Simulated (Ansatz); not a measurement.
# SnH₃Cl (built from SMILES [Cl][SnH3]): molecular dynamics

Aim: follow the atoms for 60 steps of 0.5 fs at constant energy, with velocities drawn for 700 K, and see to which side of the barrier the system falls.

Program: Ansatz 0.2.0, Gaussian basis. Level of theory: BLYP-D4/def2-SVP. These are calculated values, not measurements.

2 further runs of the same task are left out: 2 that didn't finish.

### 1 The starting structure

The start, a first-order saddle point found at PBE0-D4 in triple zeta: 5 atoms, charge 0, spin multiplicity 1.

Atoms are counted from 1 here; the program's logs count them from 0.

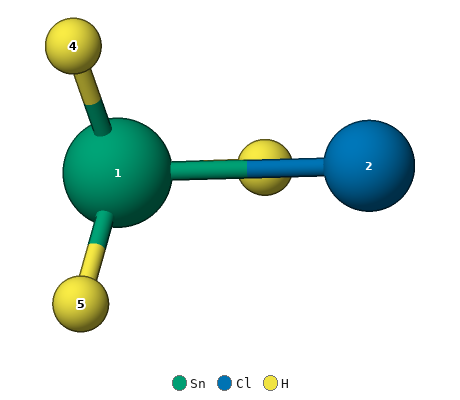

As it starts; tin teal, chlorine blue, hydrogen yellow; atoms are numbered from 1 in the order of the file.

As a file:

```csv
atom,x (Å),y (Å),z (Å)
Sn1,-0.4796,-0.2888,0.4487
Cl2,1.0909,0.2785,-1.6287
H3,-0.0654,-0.8429,-1.2295
H4,-1.2357,1.2393,0.6989
H5,0.6898,-0.3861,1.7107
```

### 2 The run

Input file md/in.yaml:

```yaml
crystal:
  periodic: [false, false, false]
  atoms:
    - {symbol: Sn, position_ang: [-0.479579, -0.288808, 0.448675]}
    - {symbol: Cl, position_ang: [1.090922, 0.278525, -1.628735]}
    - {symbol: H, position_ang: [-0.065356, -0.842883, -1.229484]}
    - {symbol: H, position_ang: [-1.235653, 1.239251, 0.698863]}
    - {symbol: H, position_ang: [0.689766, -0.386085, 1.710681]}
basis:
  gaussian: {orbitals: def2-SVP}
hamiltonian: {xc: {name: BLYP}, dispersion: d4}
md: {n_steps: 60, timestep: 0.5, temperature: 700, ensemble: nve, seed: 153, initial_velocities: maxwell_boltzmann}
```

Launch:

```
$ ansatz run in.yaml --threads 2 --pin off --events-out ev --progress --plain --max-ram 4352MiB
```

Log:

```text
Functional definition: BLYP
  name "BLYP"
  cite "Becke, Phys. Rev. A 38, 3098 (1988) doi:10.1103/PhysRevA.38.3098"
  cite "Lee, Yang & Parr, Phys. Rev. B 37, 785 (1988) doi:10.1103/PhysRevB.37.785"
  parameter beta = 0.0042
  parameter a = 0.04918
  parameter b = 0.132
  parameter c = 0.2533
  parameter d = 0.349
  exchange = b88_x(beta = beta)
  correlation = lyp_c(a = a, b = b, c = c, d = d)
660 factors; their error is unknown
mean field evaluation 1: about -18394.8482 eV, gradient 1.6e1 eV
mean field evaluation 2: about -18393.4880 eV, gradient 2.5e1 eV
mean field evaluation 4: about -18395.7122 eV, gradient 2.1e0 eV
mean field evaluation 8: about -18395.7329 eV, gradient 2.0e-2 eV
mean field -18395.71572619 eV, -676.0300838734 hartree, gradient 3.3e-5 eV, S^2 0.000000; 0 other end points of the search recorded, 0 dependent functions left out
the calculation of the forces begins
reference -18395.71602243 eV, -676.0300947601 hartree; 21, 21 occupied and 38, 38 virtual orbitals, 660 factors
md step     0: t =     0.00 fs  T =   700.0 K  F+E_penalty+E_count = -18395.89701654 eV  E_kin = 0.271446 eV  conserved = -18395.62557055 eV  (23 SCF iters)
these checks for a lower state are left out or cut short: starts, cluster_reference, orbital_swaps, neighbouring_geometries, increment
660 factors; their error is unknown
mean field evaluation 16: about -18395.7330 eV, gradient 1.1e0 eV
mean field -18395.71944928 eV, -676.0302206946 hartree, gradient 1.9e-5 eV, S^2 0.000000; 0 other end points of the search recorded, 0 dependent functions left out
the calculation of the forces begins
reference -18395.71974580 eV, -676.0302315916 hartree; 21, 21 occupied and 38, 38 virtual orbitals, 660 factors
md step     1: t =     0.50 fs  T =   709.2 K  F+E_penalty+E_count = -18395.90062144 eV  E_kin = 0.275027 eV  conserved = -18395.62559435 eV  (26 SCF iters, 3 dispersion substeps)
these checks for a lower state are left out or cut short: starts, cluster_reference, orbital_swaps, neighbouring_geometries, increment
660 factors; their error is unknown
mean field -18395.72483026 eV, -676.0304184418 hartree, gradient 1.8e-5 eV, S^2 0.000000; 0 other end points of the search recorded, 0 dependent functions left out
the calculation of the forces begins
reference -18395.72512686 eV, -676.0304293418 hartree; 21, 21 occupied and 38, 38 virtual orbitals, 660 factors
md step     2: t =     1.00 fs  T =   722.7 K  F+E_penalty+E_count = -18395.90588736 eV  E_kin = 0.280266 eV  conserved = -18395.62562179 eV  (26 SCF iters, 3 dispersion substeps)
[... from here on, the SCF cycles and remarks between the steps are left out ...]
md step     3: t =     1.50 fs  T =   739.7 K  F+E_penalty+E_count = -18395.91248515 eV  E_kin = 0.286831 eV  conserved = -18395.62565429 eV  (26 SCF iters, 3 dispersion substeps)
md step     4: t =     2.00 fs  T =   759.1 K  F+E_penalty+E_count = -18395.92004663 eV  E_kin = 0.294352 eV  conserved = -18395.62569465 eV  (26 SCF iters, 3 dispersion substeps)
md step     5: t =     2.50 fs  T =   779.8 K  F+E_penalty+E_count = -18395.92813546 eV  E_kin = 0.302389 eV  conserved = -18395.62574631 eV  (26 SCF iters, 3 dispersion substeps)
md step     6: t =     3.00 fs  T =   800.4 K  F+E_penalty+E_count = -18395.93620569 eV  E_kin = 0.310392 eV  conserved = -18395.62581363 eV  (26 SCF iters, 3 dispersion substeps)
md step     7: t =     3.50 fs  T =   819.2 K  F+E_penalty+E_count = -18395.94355622 eV  E_kin = 0.317658 eV  conserved = -18395.62589834 eV  (26 SCF iters, 3 dispersion substeps)
md step     8: t =     4.00 fs  T =   833.8 K  F+E_penalty+E_count = -18395.94931454 eV  E_kin = 0.323317 eV  conserved = -18395.62599775 eV  (26 SCF iters, 3 dispersion substeps)
md step     9: t =     4.50 fs  T =   841.7 K  F+E_penalty+E_count = -18395.95248513 eV  E_kin = 0.326386 eV  conserved = -18395.62609917 eV  (26 SCF iters, 3 dispersion substeps)
md step    10: t =     5.00 fs  T =   840.5 K  F+E_penalty+E_count = -18395.95211867 eV  E_kin = 0.325941 eV  conserved = -18395.62617731 eV  (26 SCF iters, 3 dispersion substeps)
md step    11: t =     5.50 fs  T =   829.0 K  F+E_penalty+E_count = -18395.94764814 eV  E_kin = 0.321455 eV  conserved = -18395.62619272 eV  (26 SCF iters, 3 dispersion substeps)
md step    12: t =     6.00 fs  T =   808.0 K  F+E_penalty+E_count = -18395.93941589 eV  E_kin = 0.313313 eV  conserved = -18395.62610291 eV  (26 SCF iters, 3 dispersion substeps)
md step    13: t =     6.50 fs  T =   782.4 K  F+E_penalty+E_count = -18395.92927748 eV  E_kin = 0.303390 eV  conserved = -18395.62588797 eV  (26 SCF iters, 3 dispersion substeps)
md step    14: t =     7.00 fs  T =   761.6 K  F+E_penalty+E_count = -18395.92089870 eV  E_kin = 0.295315 eV  conserved = -18395.62558374 eV  (25 SCF iters, 3 dispersion substeps)
md step    15: t =     7.50 fs  T =   757.9 K  F+E_penalty+E_count = -18395.91918508 eV  E_kin = 0.293890 eV  conserved = -18395.62529519 eV  (25 SCF iters, 3 dispersion substeps)
md step    16: t =     8.00 fs  T =   782.6 K  F+E_penalty+E_count = -18395.92865428 eV  E_kin = 0.303495 eV  conserved = -18395.62515965 eV  (26 SCF iters, 3 dispersion substeps)
md step    17: t =     8.50 fs  T =   841.0 K  F+E_penalty+E_count = -18395.95137766 eV  E_kin = 0.326108 eV  conserved = -18395.62526926 eV  (25 SCF iters, 3 dispersion substeps)
md step    18: t =     9.00 fs  T =   928.5 K  F+E_penalty+E_count = -18395.98565392 eV  E_kin = 0.360046 eV  conserved = -18395.62560809 eV  (26 SCF iters, 3 dispersion substeps)
md step    19: t =     9.50 fs  T =  1032.1 K  F+E_penalty+E_count = -18396.02629123 eV  E_kin = 0.400234 eV  conserved = -18395.62605684 eV  (26 SCF iters, 3 dispersion substeps)
md step    20: t =    10.00 fs  T =  1134.5 K  F+E_penalty+E_count = -18396.06639049 eV  E_kin = 0.439927 eV  conserved = -18395.62646341 eV  (26 SCF iters, 3 dispersion substeps)
md step    21: t =    10.50 fs  T =  1219.5 K  F+E_penalty+E_count = -18396.09961977 eV  E_kin = 0.472901 eV  conserved = -18395.62671924 eV  (26 SCF iters, 3 dispersion substeps)
md step    22: t =    11.00 fs  T =  1276.7 K  F+E_penalty+E_count = -18396.12187597 eV  E_kin = 0.495085 eV  conserved = -18395.62679106 eV  (26 SCF iters, 3 dispersion substeps)
md step    23: t =    11.50 fs  T =  1302.6 K  F+E_penalty+E_count = -18396.13184149 eV  E_kin = 0.505135 eV  conserved = -18395.62670662 eV  (26 SCF iters, 3 dispersion substeps)
md step    24: t =    12.00 fs  T =  1300.0 K  F+E_penalty+E_count = -18396.13061772 eV  E_kin = 0.504097 eV  conserved = -18395.62652092 eV  (26 SCF iters, 3 dispersion substeps)
md step    25: t =    12.50 fs  T =  1275.6 K  F+E_penalty+E_count = -18396.12092253 eV  E_kin = 0.494634 eV  conserved = -18395.62628813 eV  (26 SCF iters, 3 dispersion substeps)
md step    26: t =    13.00 fs  T =  1238.4 K  F+E_penalty+E_count = -18396.10627602 eV  E_kin = 0.480227 eV  conserved = -18395.62604853 eV  (26 SCF iters, 3 dispersion substeps)
md step    27: t =    13.50 fs  T =  1198.0 K  F+E_penalty+E_count = -18396.09038253 eV  E_kin = 0.464556 eV  conserved = -18395.62582665 eV  (26 SCF iters, 3 dispersion substeps)
md step    28: t =    14.00 fs  T =  1163.3 K  F+E_penalty+E_count = -18396.07673569 eV  E_kin = 0.451100 eV  conserved = -18395.62563528 eV  (26 SCF iters, 3 dispersion substeps)
md step    29: t =    14.50 fs  T =  1142.2 K  F+E_penalty+E_count = -18396.06838917 eV  E_kin = 0.442907 eV  conserved = -18395.62548258 eV  (26 SCF iters, 3 dispersion substeps)
md step    30: t =    15.00 fs  T =  1140.9 K  F+E_penalty+E_count = -18396.06780802 eV  E_kin = 0.442433 eV  conserved = -18395.62537518 eV  (26 SCF iters, 3 dispersion substeps)
md step    31: t =    15.50 fs  T =  1164.1 K  F+E_penalty+E_count = -18396.07673309 eV  E_kin = 0.451408 eV  conserved = -18395.62532534 eV  (26 SCF iters, 3 dispersion substeps)
md step    32: t =    16.00 fs  T =  1213.7 K  F+E_penalty+E_count = -18396.09598494 eV  E_kin = 0.470633 eV  conserved = -18395.62535186 eV  (26 SCF iters, 3 dispersion substeps)
md step    33: t =    16.50 fs  T =  1288.6 K  F+E_penalty+E_count = -18396.12517635 eV  E_kin = 0.499696 eV  conserved = -18395.62548024 eV  (26 SCF iters, 3 dispersion substeps)
md step    34: t =    17.00 fs  T =  1383.8 K  F+E_penalty+E_count = -18396.16234449 eV  E_kin = 0.536608 eV  conserved = -18395.62573638 eV  (25 SCF iters, 3 dispersion substeps)
md step    35: t =    17.50 fs  T =  1489.2 K  F+E_penalty+E_count = -18396.20360947 eV  E_kin = 0.577479 eV  conserved = -18395.62613073 eV  (25 SCF iters, 3 dispersion substeps)
md step    36: t =    18.00 fs  T =  1589.7 K  F+E_penalty+E_count = -18396.24310050 eV  E_kin = 0.616469 eV  conserved = -18395.62663164 eV  (24 SCF iters, 3 dispersion substeps)
md step    37: t =    18.50 fs  T =  1666.9 K  F+E_penalty+E_count = -18396.27353237 eV  E_kin = 0.646395 eV  conserved = -18395.62713697 eV  (23 SCF iters, 3 dispersion substeps)
md step    38: t =    19.00 fs  T =  1703.0 K  F+E_penalty+E_count = -18396.28784067 eV  E_kin = 0.660381 eV  conserved = -18395.62745991 eV  (23 SCF iters, 3 dispersion substeps)
md step    39: t =    19.50 fs  T =  1688.2 K  F+E_penalty+E_count = -18396.28201116 eV  E_kin = 0.654641 eV  conserved = -18395.62737032 eV  (23 SCF iters, 3 dispersion substeps)
md step    40: t =    20.00 fs  T =  1628.9 K  F+E_penalty+E_count = -18396.25839747 eV  E_kin = 0.631671 eV  conserved = -18395.62672641 eV  (24 SCF iters, 3 dispersion substeps)
md step    41: t =    20.50 fs  T =  1552.0 K  F+E_penalty+E_count = -18396.22752073 eV  E_kin = 0.601853 eV  conserved = -18395.62566794 eV  (23 SCF iters, 3 dispersion substeps)
md step    42: t =    21.00 fs  T =  1498.2 K  F+E_penalty+E_count = -18396.20565745 eV  E_kin = 0.580967 eV  conserved = -18395.62468999 eV  (24 SCF iters, 3 dispersion substeps)
md step    43: t =    21.50 fs  T =  1503.6 K  F+E_penalty+E_count = -18396.20744851 eV  E_kin = 0.583063 eV  conserved = -18395.62438600 eV  (24 SCF iters, 3 dispersion substeps)
md step    44: t =    22.00 fs  T =  1579.2 K  F+E_penalty+E_count = -18396.23737143 eV  E_kin = 0.612394 eV  conserved = -18395.62497695 eV  (24 SCF iters, 3 dispersion substeps)
md step    45: t =    22.50 fs  T =  1703.3 K  F+E_penalty+E_count = -18396.28662865 eV  E_kin = 0.660518 eV  conserved = -18395.62611035 eV  (24 SCF iters, 3 dispersion substeps)
md step    46: t =    23.00 fs  T =  1833.5 K  F+E_penalty+E_count = -18396.33818107 eV  E_kin = 0.711011 eV  conserved = -18395.62717023 eV  (24 SCF iters, 3 dispersion substeps)
md step    47: t =    23.50 fs  T =  1928.8 K  F+E_penalty+E_count = -18396.37569272 eV  E_kin = 0.747961 eV  conserved = -18395.62773192 eV  (24 SCF iters, 3 dispersion substeps)
md step    48: t =    24.00 fs  T =  1965.7 K  F+E_penalty+E_count = -18396.38998070 eV  E_kin = 0.762248 eV  conserved = -18395.62773271 eV  (24 SCF iters, 3 dispersion substeps)
md step    49: t =    24.50 fs  T =  1941.7 K  F+E_penalty+E_count = -18396.38030713 eV  E_kin = 0.752961 eV  conserved = -18395.62734637 eV  (25 SCF iters, 3 dispersion substeps)
md step    50: t =    25.00 fs  T =  1870.3 K  F+E_penalty+E_count = -18396.35205071 eV  E_kin = 0.725256 eV  conserved = -18395.62679521 eV  (26 SCF iters, 3 dispersion substeps)
md step    51: t =    25.50 fs  T =  1772.1 K  F+E_penalty+E_count = -18396.31342759 eV  E_kin = 0.687182 eV  conserved = -18395.62624565 eV  (27 SCF iters, 3 dispersion substeps)
md step    52: t =    26.00 fs  T =  1668.8 K  F+E_penalty+E_count = -18396.27290243 eV  E_kin = 0.647116 eV  conserved = -18395.62578687 eV  (27 SCF iters, 3 dispersion substeps)
md step    53: t =    26.50 fs  T =  1578.9 K  F+E_penalty+E_count = -18396.23770387 eV  E_kin = 0.612252 eV  conserved = -18395.62545188 eV  (24 SCF iters, 3 dispersion substeps)
md step    54: t =    27.00 fs  T =  1516.2 K  F+E_penalty+E_count = -18396.21320294 eV  E_kin = 0.587959 eV  conserved = -18395.62524410 eV  (24 SCF iters, 3 dispersion substeps)
md step    55: t =    27.50 fs  T =  1489.5 K  F+E_penalty+E_count = -18396.20277243 eV  E_kin = 0.577615 eV  conserved = -18395.62515770 eV  (26 SCF iters, 3 dispersion substeps)
md step    56: t =    28.00 fs  T =  1502.5 K  F+E_penalty+E_count = -18396.20782298 eV  E_kin = 0.582634 eV  conserved = -18395.62518897 eV  (26 SCF iters, 3 dispersion substeps)
md step    57: t =    28.50 fs  T =  1553.7 K  F+E_penalty+E_count = -18396.22783824 eV  E_kin = 0.602498 eV  conserved = -18395.62534060 eV  (25 SCF iters, 3 dispersion substeps)
md step    58: t =    29.00 fs  T =  1636.8 K  F+E_penalty+E_count = -18396.26034225 eV  E_kin = 0.634723 eV  conserved = -18395.62561960 eV  (25 SCF iters, 3 dispersion substeps)
md step    59: t =    29.50 fs  T =  1740.2 K  F+E_penalty+E_count = -18396.30083509 eV  E_kin = 0.674807 eV  conserved = -18395.62602794 eV  (24 SCF iters, 3 dispersion substeps)
these checks for a lower state are left out or cut short: starts, cluster_reference, orbital_swaps, neighbouring_geometries, increment
660 factors; their error is unknown
mean field evaluation 480: about -18396.1687 eV, gradient 4.3e-3 eV
mean field -18396.15058546 eV, -676.0460646570 hartree, gradient 2.5e-5 eV, S^2 0.000000; 0 other end points of the search recorded, 0 dependent functions left out
the calculation of the forces begins
reference -18396.15088496 eV, -676.0460756632 hartree; 21, 21 occupied and 38, 38 virtual orbitals, 660 factors
660 factors; their error is unknown
mean field -18396.15058546 eV, -676.0460646570 hartree, gradient 2.5e-5 eV, S^2 0.000000; 1 other end points of the search recorded, 0 dependent functions left out
the calculation of the forces begins
reference -18396.15088496 eV, -676.0460756632 hartree; 21, 21 occupied and 38, 38 virtual orbitals, 660 factors
md step    60: t =    30.00 fs  T =  1847.2 K  F+E_penalty+E_count = -18396.34284383 eV  E_kin = 0.716300 eV  conserved = -18395.62654432 eV  (24 SCF iters, 3 dispersion substeps)
Total energy: -18396.34314332 eV, -676.0531410278 hartree
Atom 0 at    -0.526811    -0.310132     0.512679 Å, force     0.137341     0.734497     0.492676 eV/Å
Atom 1 at     1.205589     0.322774    -1.795231 Å, force    -0.228500    -0.964314    -1.218333 eV/Å
Atom 2 at     0.834743    -0.586123    -2.752527 Å, force     0.396198     1.006538     1.186752 eV/Å
Atom 3 at    -0.716859     1.560106     0.446090 Å, force    -0.060794    -0.586411    -0.019209 eV/Å
Atom 4 at     0.800629    -0.008655     1.804322 Å, force    -0.244245    -0.190309    -0.441886 eV/Å
Dipole moment:     0.064412    -0.316577    -0.651157 e Å
```

It took 40 s on 2 threads of Arm Neoverse V1, shared host.

### 3 The trajectory

Every 3 steps:

```csv
time (fs),T (K),potential (meV),potential + kinetic (meV),Cl2–H3 (Å),Sn1–Cl2 (Å),Sn1–H3 (Å)
0.00,700,0.0,0.0,1.659,2.665,1.815
1.50,740,-15.5,-0.1,1.573,2.671,1.829
3.00,800,-39.2,-0.2,1.486,2.677,1.859
4.50,842,-55.5,-0.5,1.400,2.684,1.907
6.00,808,-42.4,-0.5,1.323,2.692,1.973
7.50,758,-22.2,0.3,1.275,2.703,2.050
9.00,928,-88.6,0.0,1.275,2.715,2.132
10.50,1220,-202.6,-1.1,1.321,2.729,2.218
12.00,1300,-233.6,-0.9,1.383,2.744,2.312
13.50,1198,-193.4,-0.3,1.433,2.759,2.411
15.00,1141,-170.8,0.2,1.450,2.775,2.508
16.50,1289,-228.2,0.1,1.425,2.791,2.600
18.00,1590,-346.1,-1.1,1.359,2.808,2.688
19.50,1688,-385.0,-1.8,1.275,2.824,2.779
21.00,1498,-308.6,0.9,1.219,2.841,2.881
22.50,1703,-389.6,-0.5,1.236,2.859,3.002
24.00,1966,-493.0,-2.2,1.310,2.877,3.140
25.50,1772,-416.4,-0.7,1.390,2.896,3.278
27.00,1516,-316.2,0.3,1.434,2.915,3.397
28.50,1554,-330.8,0.2,1.427,2.934,3.487
30.00,1847,-445.8,-1.0,1.371,2.954,3.548
```

Energies count from the start.

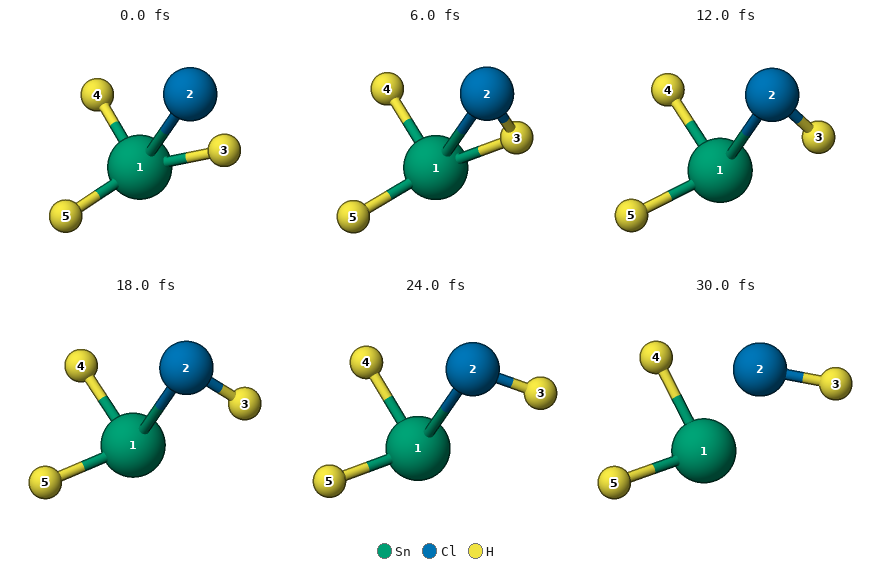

Six frames.

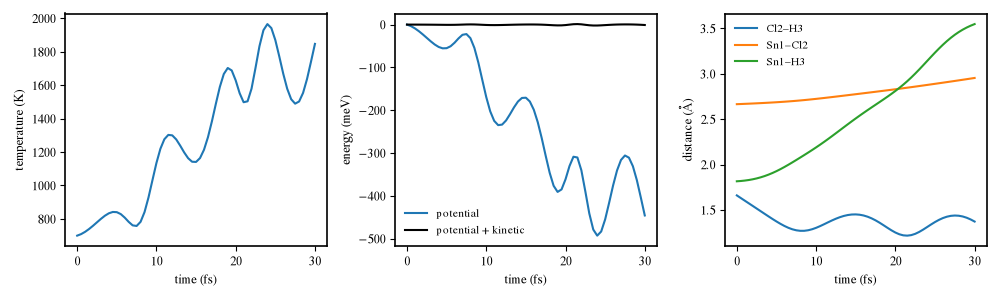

Temperature, energies and the distances followed.

Positions (Å) and forces (eV/Å) at 12.00 fs:

```xyz
5

Sn   -0.492   -0.297    0.465   -0.707    0.113    1.412
Cl    1.120    0.291   -1.676    0.072   -0.393   -0.667
H     0.204   -0.745   -1.695    0.619    0.638   -0.090
H    -1.041    1.437    0.723    0.115   -0.326   -0.154
H     0.612   -0.197    1.951   -0.099   -0.032   -0.501
```

Positions (Å) and forces (eV/Å) at 30.00 fs:

```xyz
5

Sn   -0.527   -0.310    0.513    0.137    0.734    0.493
Cl    1.206    0.323   -1.795   -0.229   -0.964   -1.218
H     0.835   -0.586   -2.753    0.396    1.007    1.187
H    -0.717    1.560    0.446   -0.061   -0.586   -0.019
H     0.801   -0.009    1.804   -0.244   -0.190   -0.442
```

### 4 Results

| quantity | value |
| --- | --- |
| length | 60 steps, 30.0 fs |
| temperature at the start | 700 K |
| mean temperature, second half | 1601 K |
| lowest and highest potential energy, from the first frame | -493 and 0 meV |
| largest change of potential + kinetic | 2.2 meV |
| bonds lost by distance | Sn1–H3 |

In words: By the last frame it has moved towards the side where Cl2–H3 form. The system runs downhill by 0.49 eV, and that energy turns into motion. With no thermostat the total energy should stay fixed; it holds within 2.2 meV, small beside the kinetic energy, so the time step serves. The instant temperature ranges from 700 to 1966 K, as energy passes between motion and strain.
